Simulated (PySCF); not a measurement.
# C$_{4}$H$_{4}$P (SMILES c1cc[p-]c1) (charge −1): what the fields show

Input file:

```
{"job": {"kind": "nmr", "xc": "PBE0", "basis": "pcSseg-1"}, "charge": -1, "multiplicity": 1}
C     -1.164350    -0.250932     0.090205
C      0.247076    -0.340452     0.048335
C      0.867798     0.911307     0.088692
P     -0.295132     2.234702     0.179991
C     -1.618698     1.068891     0.160452
H     -1.824523    -1.127667     0.068603
H      0.788609    -1.293548    -0.009164
H      1.955105     1.045613     0.064433
H     -2.679745     1.339841     0.200604
```

Launched as:

```sh
OMP_NUM_THREADS=1 python probes_run.py task.json out
```

Geometry: PBE0-D3(BJ)/def2-SVP.

Level of theory: PBE0/pcSseg-1, SCF density, gas phase, non-relativistic in PySCF.

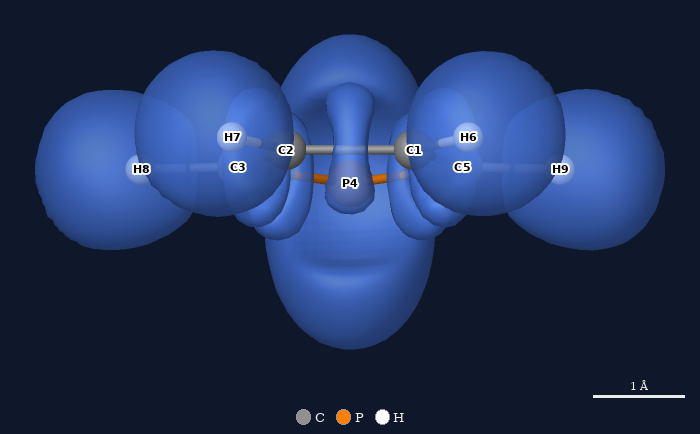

Figure 1. Isosurface of the electron localisation function at 0.8 (blue), seen from one side. Only the valence region is drawn (cores and ρ < 0.01 e/Å³ removed).

Where are the electrons localised?

Answer. The surface consists of three regions between bonded C–C atoms (shared pairs), two regions between bonded C–P atoms (shared pairs), four regions around hydrogen nuclei and one lobe on P, pointing away from the bonds (lone pairs).


C–C (1.40 Å): the ELF peaks at about 0.95 between the atoms (localised, covalent bonding). C–P (1.76 Å): the ELF peaks at about 0.95 between the atoms (a shared electron pair).

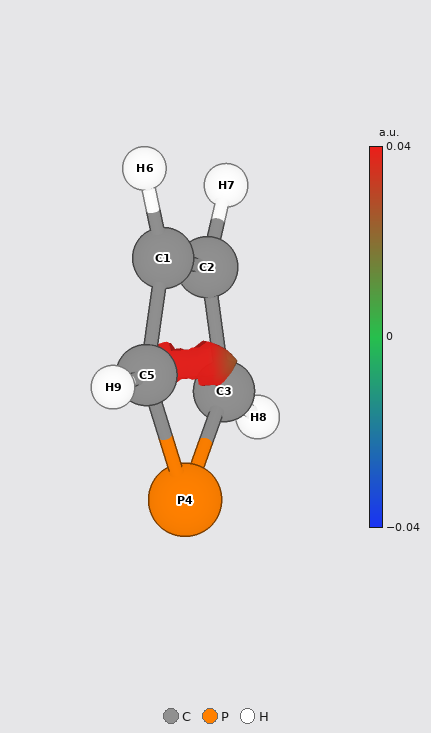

Figure 2. Non-covalent interaction (NCI) plot: the surface where the reduced density gradient is 0.5, for densities under 0.05 a.u., coloured by sign(λ₂)ρ; seen at an oblique angle.

What holds or crowds the atoms apart from the covalent bonds?

Answer. Inside the ring or cage of C1, C2, C3, P4 and C5: steric crowding (red).
